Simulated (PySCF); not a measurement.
```yaml
atoms:
  - { symbol: C, position_ang: [3.8151, -0.0407, 0.0212] }
  - { symbol: C, position_ang: [2.3746, 0.0379, 0.0126] }
  - { symbol: C, position_ang: [1.1733, 0.1143, -0.0053] }
  - { symbol: C, position_ang: [-0.2336, 0.1591, 0.0371] }
  - { symbol: N, position_ang: [-0.9506, 0.7860, -0.7998] }
  - { symbol: C, position_ang: [-2.3433, 0.6203, -0.4852] }
  - { symbol: C, position_ang: [-2.4310, -0.1401, 0.8639] }
  - { symbol: C, position_ang: [-0.9877, -0.5872, 1.1217] }
  - { symbol: H, position_ang: [4.1799, -0.3094, -0.9699] }
  - { symbol: H, position_ang: [4.1462, -0.7915, 0.7387] }
  - { symbol: H, position_ang: [4.2357, 0.9256, 0.2997] }
  - { symbol: H, position_ang: [-2.8111, 0.0658, -1.3051] }
  - { symbol: H, position_ang: [-2.8142, 1.6055, -0.4460] }
  - { symbol: H, position_ang: [-3.1193, -0.9806, 0.8037] }
  - { symbol: H, position_ang: [-2.7750, 0.5285, 1.6528] }
  - { symbol: H, position_ang: [-0.6192, -0.3193, 2.1123] }
  - { symbol: H, position_ang: [-0.8468, -1.6621, 0.9871] }
```

Geometry: GFN2-xTB.

All numbers below come from PySCF, PBE0/pcSseg-1, SCF density, gas phase, non-relativistic.

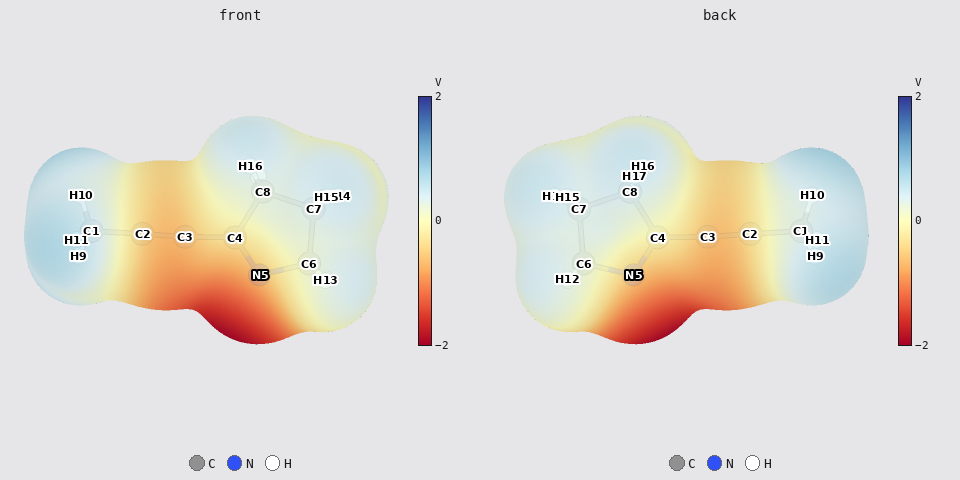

C7H9N (SMILES CC#CC1=NCCC1). The electrostatic potential painted on the density surface at 0.001 e/bohr³, seen from the front and from behind; the colour scale runs from red (negative) to blue (positive).

### Which sites attract a positive test charge, and which a negative one?

A positive charge is drawn to the negative regions and a negative charge to the positive ones. The most negative region (about −1.9 V, or −44 kcal/mol for a unit charge) lies over N5, the most positive (about +0.7 V, or +16 kcal/mol for a unit charge) over H9, H10 and H11. N5 is the likeliest acceptor of a hydrogen bond.
